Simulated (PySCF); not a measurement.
**C6H12O3, SMILES `CC(COC)OC(C)=O`: what the electrons do**

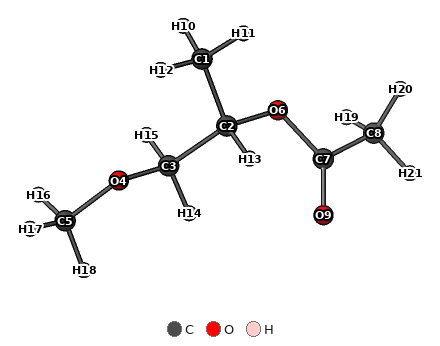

The molecule, with its atoms numbered as below. No frequency check shows the geometry to be a minimum.

Geometry (Å), atoms numbered from 1:

```
C1      -0.5913    2.1464    0.1668
C2      -0.1361    0.7047    0.3174
C3      -1.1020   -0.2693   -0.3666
O4      -2.3675   -0.1384    0.2312
C5      -3.3063   -1.0522   -0.2750
O6       1.1601    0.5894   -0.2811
C7       1.9499   -0.4111    0.1235
C8       3.2751   -0.3627   -0.5915
O9       1.6367   -1.2275    0.9480
H10     -0.5839    2.4272   -0.8832
H11      0.0718    2.8109    0.7135
H12     -1.6000    2.2354    0.5568
H13     -0.0630    0.4274    1.3761
H14     -0.7241   -1.2964   -0.2500
H15     -1.1558   -0.0391   -1.4434
H16     -3.4584   -0.9114   -1.3526
H17     -4.2390   -0.8609    0.2512
H18     -2.9904   -2.0872   -0.0967
H19      3.1105   -0.4338   -1.6635
H20      3.7613    0.5873   -0.3856
H21      3.9013   -1.1824   -0.2543
```

### 1. Bonding charge

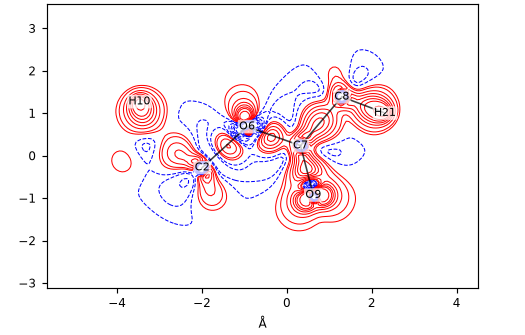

Deformation density (molecule less spherical, spin-averaged free atoms) in the plane of C2, O6, C7, C8, O9, H10 and H21; contours at ±0.05 to ±0.8 e/Å³; solid red lines: gain, dashed blue lines: loss.

Level of theory: B3LYP/6-311G** (PySCF), at a geometry from GFN2-xTB.

Describe the bonding that the map shows.

Answer. C8–H21: +0.71 e/Å³ at the bond critical point (bond length 1.08 Å, Mayer order 1.0). C7–O9: +0.63 e/Å³ at the bond critical point (bond length 1.20 Å, Mayer order 2.0). C7–C8: +0.52 e/Å³ at the bond critical point (bond length 1.51 Å, Mayer order 1.0). O6–C7: +0.22 e/Å³ at the bond critical point (bond length 1.34 Å, Mayer order 1.1). C2–O6: −0.02 e/Å³ at the bond critical point (bond length 1.43 Å, Mayer order 0.8); up to 0.6 Å beside the axis the gain reaches +0.30 e/Å³. In all, 4.7 electrons gather in the regions of gain relative to the promolecule. A small or negative value marks a very polar bond, one between electron-rich atoms, whose free-atom densities already overlap strongly, a long bond to a heavier atom, or a closed-shell contact such as a hydrogen bond.

### 2. Bond critical points

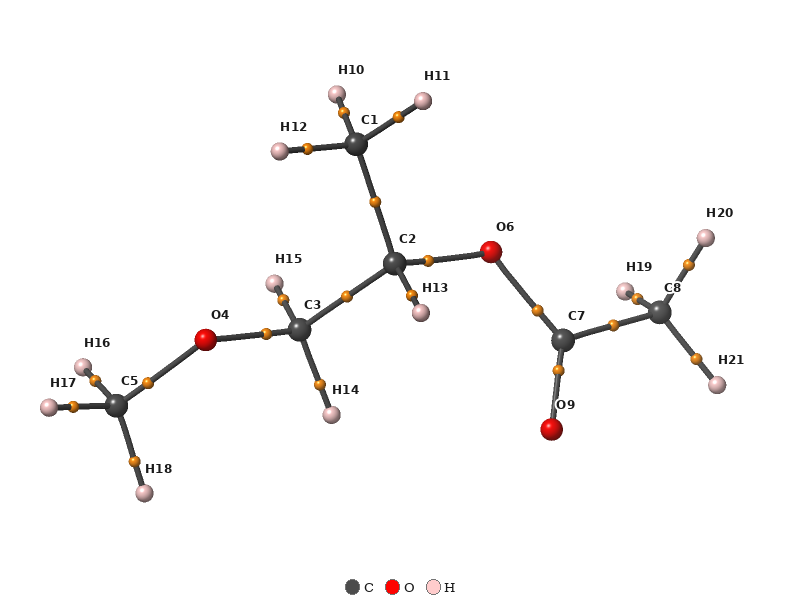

Molecular graph of the electron density (QTAIM): bond paths, bond critical points (orange), ring points (yellow, if any); weak paths are dashed.

How many critical points of each kind are there, and does the count close?

Answer. 21 nuclei, 20 bond, 0 ring and 0 cage critical points: 21 − 20 + 0 − 0 = 1, as the Poincaré–Hopf relation requires.

Tabulate density, Laplacian, ellipticity and energy density at the bond critical points (atomic units).

Answer.
| bond | length (Å) | ρ (a.u.) | ∇²ρ (a.u.) | ε | H (a.u.) |
| --- | --- | --- | --- | --- | --- |
| C7–O9 | 1.202 | 0.422 | −0.15 | 0.09 | −0.719 |
| O6–C7 | 1.337 | 0.305 | −0.43 | 0.02 | −0.445 |
| C5–H17 | 1.088 | 0.284 | −0.99 | 0.04 | −0.284 |
| C2–H13 | 1.097 | 0.284 | −0.98 | 0.03 | −0.279 |
| C8–H21 | 1.085 | 0.280 | −0.95 | 0.01 | −0.279 |
| C1–H12 | 1.085 | 0.279 | −0.95 | 0.01 | −0.279 |
| C3–H14 | 1.101 | 0.279 | −0.94 | 0.03 | −0.272 |
| C5–H18 | 1.097 | 0.278 | −0.94 | 0.04 | −0.273 |
| C1–H11 | 1.086 | 0.277 | −0.93 | 0.01 | −0.277 |
| C5–H16 | 1.097 | 0.277 | −0.93 | 0.04 | −0.272 |
| C1–H10 | 1.087 | 0.277 | −0.93 | 0.01 | −0.277 |
| C8–H20 | 1.087 | 0.276 | −0.92 | 0.01 | −0.274 |
| C8–H19 | 1.087 | 0.276 | −0.92 | 0.01 | −0.274 |
| C3–H15 | 1.102 | 0.276 | −0.92 | 0.03 | −0.269 |
| C3–O4 | 1.406 | 0.264 | −0.46 | 0.05 | −0.355 |
| O4–C5 | 1.405 | 0.261 | −0.42 | 0.02 | −0.352 |
| C7–C8 | 1.507 | 0.258 | −0.64 | 0.07 | −0.220 |
| C2–C3 | 1.533 | 0.251 | −0.60 | 0.08 | −0.203 |
| C1–C2 | 1.519 | 0.251 | −0.59 | 0.03 | −0.206 |
| C2–O6 | 1.432 | 0.239 | −0.31 | 0.03 | −0.310 |

What kind of interaction is C8–H21?

Answer. Shared-shell (covalent): ρ = 0.280, ∇²ρ = −0.95, H = −0.279 a.u.

### 3. Electrostatic potential

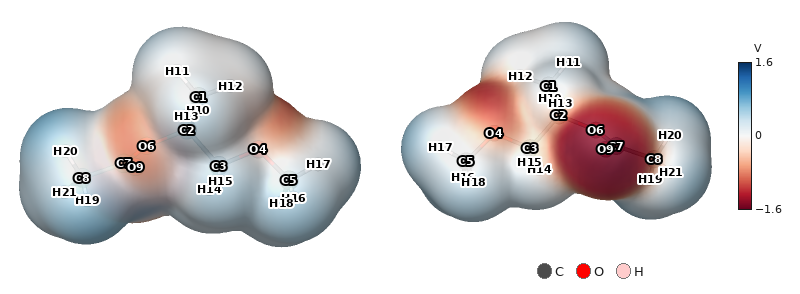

Electrostatic potential on the surface of electron density 0.001 a.u. (back view left, front view right).

Where are the extremes of the potential on the surface?

Answer. Highest: 0.72 V, 1.4 Å from H19. Further maxima include 0.62 V, over C7, off the plane of its three bonds (1.9 Å); 0.56 V, 1.4 Å from H17. Lowest: −1.58 V, 1.7 Å from O9. Further minima include −1.14 V, 1.8 Å from O4; −0.72 V, 1.8 Å from O6. The surface is sampled at points, so like sites can differ by a few per cent and only the strongest of them is named.

What volume does the surface enclose, and what is the dipole moment?

Answer. About 183 Å³; the dipole moment is 2.0 D.

### 4. Excited states

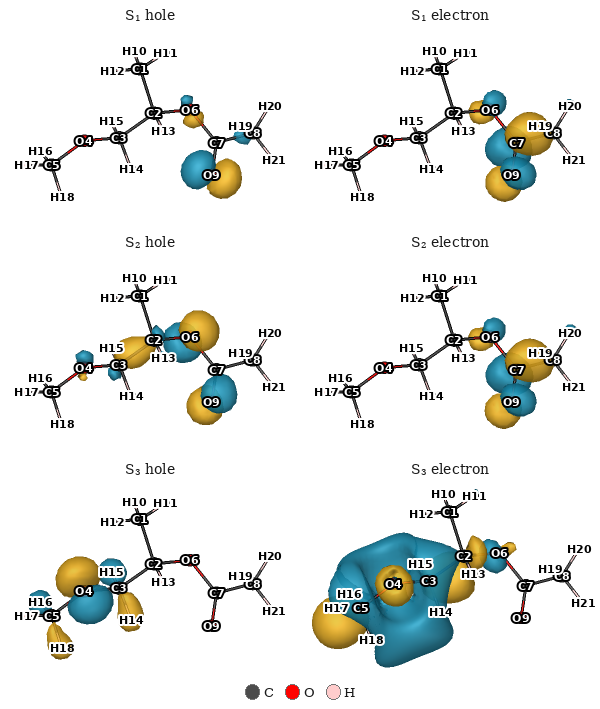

Leading natural transition orbitals (full linear response singlet states).

Method: BHandHLYP/6-31G*; geometry: GFN2-xTB; program: PySCF. Without diffuse functions Rydberg states are missing, so the states' numbers hold for this basis only.

Describe these excited states.

Answer. By state:
- S₁: 6.17 eV (201 nm), f = 0.002 (very weak); the leading pair carries 100 %; hole on O9 (70 %), C7 (10 %) and O6 (8 %), electron on C7 (44 %), O9 (30 %) and O6 (11 %); their centroids lie 0.6 Å apart.
- S₂: 8.75 eV (142 nm), f = 0.095; the leading pair carries 94 %; hole on O6 (37 %), O9 (28 %) and C2, C3 and C7 (7 % each), electron on C7 (41 %), O9 (27 %) and O6 (11 %); their centroids lie 1.1 Å apart.
- S₃: 9.16 eV (135 nm), f = 0.029; the leading pair carries 99 %; hole on O4 (59 %), C3 and C5 (9 % each) and H14, H15 and H18 (5 % each), electron on C5 (20 %), C3 (18 %) and O4 (14 %); their centroids lie 0.4 Å apart; S₄ lies within 0.1 eV of it.

### 5. In an electric field

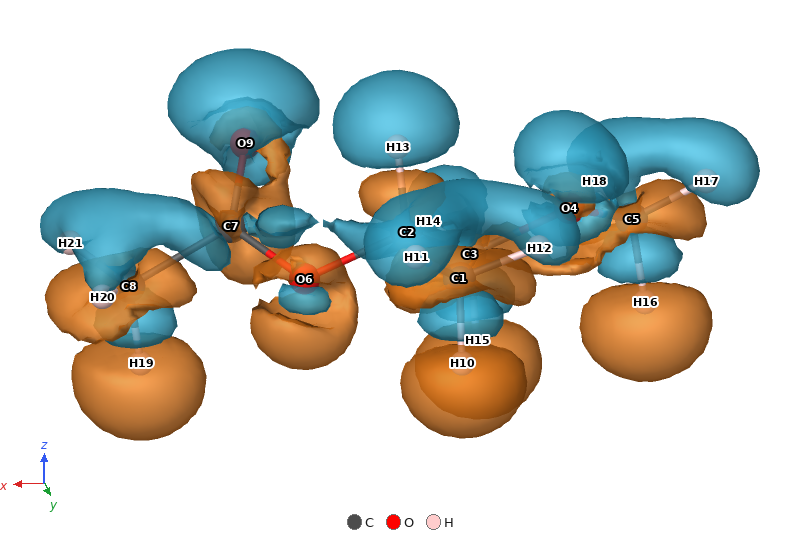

Change of the electron density in a uniform field of 0.26 V/Å, surfaces at ±0.0015 e/Å³ (light blue: gain, orange: loss).

PySCF calculation, B3LYP/6-31+G*, gas phase; geometry: GFN2-xTB. The basis has diffuse s and p functions alone, which still leaves polarisabilities too small, most of all across bonds.

The field was applied in both directions; the picture shows the one opposite to the script's first.

Along which Cartesian direction does the field point?

Answer. Along −z: electrons gather on the +z side, against the field.

What dipole is induced, and what polarisability does it imply?

Answer. The induced dipole is 0.90 D (along the field); α along this axis, from the fields in both directions, is 71 bohr³ (10.5 Å³).

### 6. Removing or adding an electron

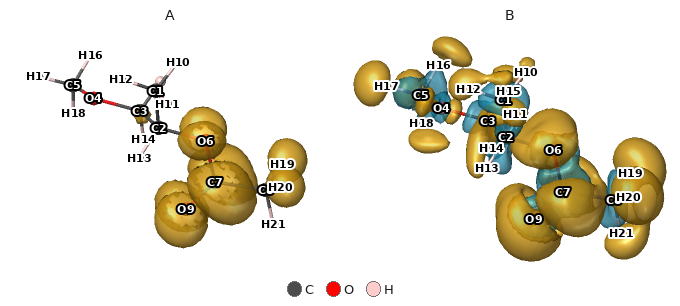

The Fukui function f⁺ from two separate SCF calculations and the density of the LUMO, at ±0.01 e/Å³ (yellow positive, teal negative).

Level of theory: TPSS/6-31G* (PySCF), at a geometry from GFN2-xTB.

Which panel is which, and how good is the frozen-orbital picture?

Answer. B is f⁺ (it has negative regions), A the LUMO density. The LUMO lies on C7 (41 %), O9 (29 %) and O6 (12 %); f⁺ (Hirshfeld-condensed) is largest on C7 (0.18) and O9 (0.17); the vertical electron affinity is −2.92 eV (the stability of the anion's solution wasn't checked; negative, but this basis has no diffuse functions, so it doesn't show that the anion is unbound). Relaxation shifts 42 % of the electron between atoms. The orbital energy is −0.23 eV.

### 7. Localised orbitals

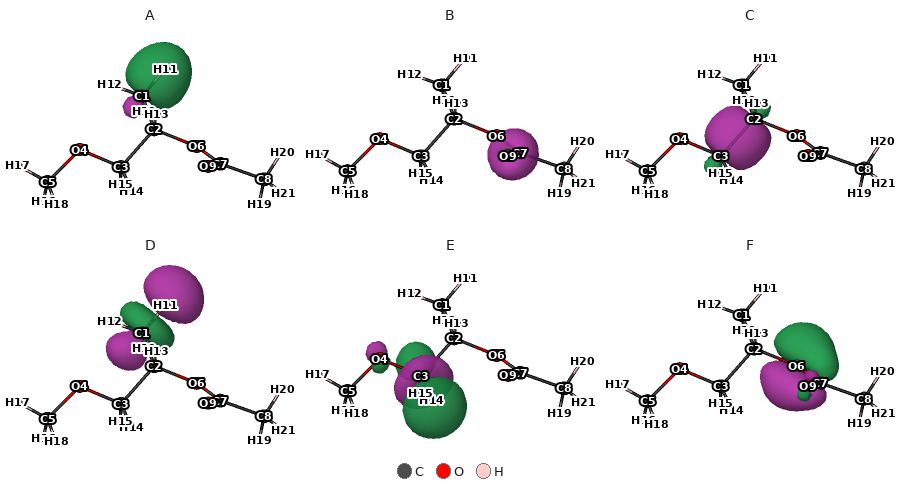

Intrinsic bond orbitals (IBO), occupied and valence-virtual; each surface holds about 85 % of the orbital's density. Energies are diagonal elements of the Fock matrix.

Level of theory: r2SCAN/6-31+G* (PySCF), at a geometry from GFN2-xTB.

Name the orbitals, with their atomic make-up and energies.

Answer. By panel:
- A: σ bond C1–H11 (C1 57 %, H11 42 %; −12.2 eV)
- B: σ bond O9–C7 (O9 61 %, C7 39 %; −24.4 eV)
- C: σ bond C3–C2 (C3 50 %, C2 49 %; −14.0 eV)
- D: σ* orbital H11–C1 (H11 57 %, C1 42 %; 9.1 eV)
- E: σ* orbital H14–C3 (H14 56 %, C3 42 %; 8.8 eV)
- F: lone pair on O6, partly donated to C7 (O6 87 %, C7 9 %; −9.6 eV)

How do all the valence pairs divide up?

Answer. 27 pairs: 20 σ bonds, 5 lone pairs, 1 strongly polarised pair and 1 two-centre π bond.
